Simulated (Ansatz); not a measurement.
Results of r²SCANh (Ansatz, a first-principles code, PAW) for bcc Rb.

Run with plane-wave cutoff 520 eV, 8×8×8 k mesh, Fermi–Dirac smearing 0.05 eV, scalar-relativistic PAW data made under PBE.

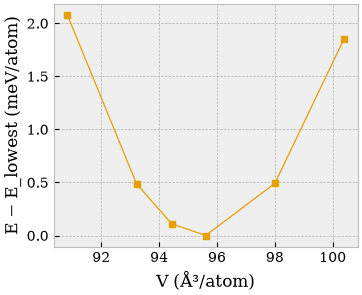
*Total energy against volume*

Question: From the curve, estimate the equilibrium volume and the bulk modulus.

Answer: V0 ≈ 95.6 Å³/atom and B0 ≈ 2.6 GPa; the fit gives V0 = 95.557 Å³/atom, B0 = 2.63 GPa, B′ = 3.7.

Measured, for comparison: bulk modulus 2.92 GPa (corrected for temperature and zero-point phonon effects, our sources range from 2.92 to 3.60; as tabulated in Levämäki et al. (2014), arXiv:1402.3671); equilibrium volume per atom 86.68 Å³/atom (low-temperature or extrapolated to 0 K; zero-point anharmonic expansion removed; as tabulated in Csonka et al. (2009), arXiv:0903.4037). Computed (rounded) less measured: bulk modulus not scored (sources differ), equilibrium volume per atom +10.2 %.

Computed values are for the static lattice.
